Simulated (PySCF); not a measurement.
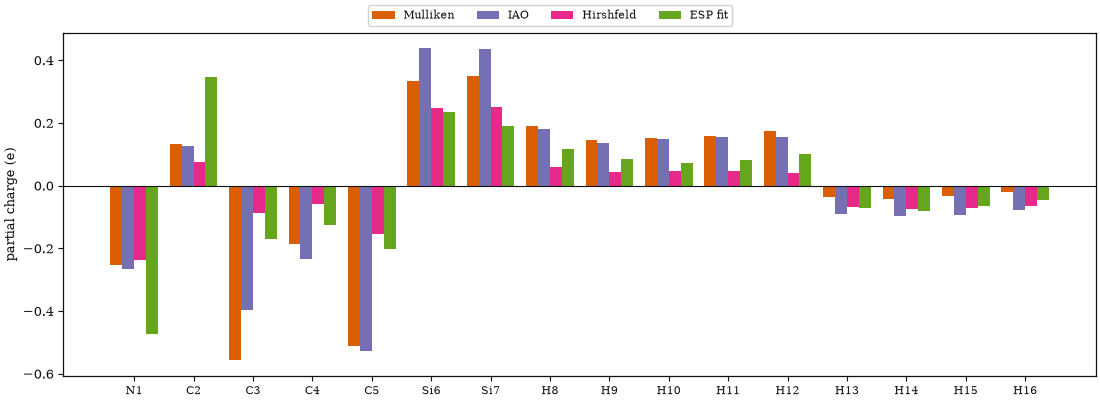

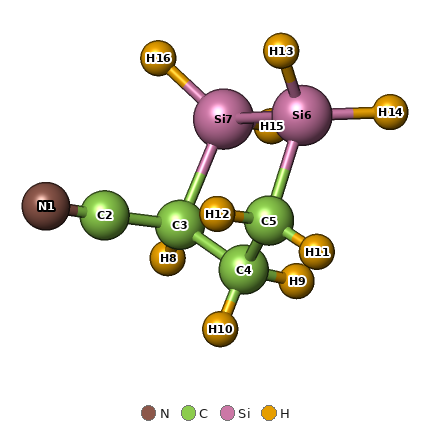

Atomic charges of C₄H₉NSi₂, SMILES N#C[C@@H]1CC[SiH2][SiH2]1 by 4 schemes, PBE0/pcSseg-1, PySCF 2.14.0, at a PBE0-D3(BJ)/def2-SVP geometry (no frequency check).

On which atom do the schemes disagree most?

Answer. On C3: Mulliken −0.56, IAO −0.40, Hirshfeld −0.09, ESP fit −0.17 e.

Which atom is the most negative in each scheme?

Answer. Mulliken: C3 (−0.56 e); IAO: C5 (−0.53 e); Hirshfeld: N1 (−0.24 e); ESP fit: N1 (−0.47 e).

Note: one conformer of a flexible molecule.
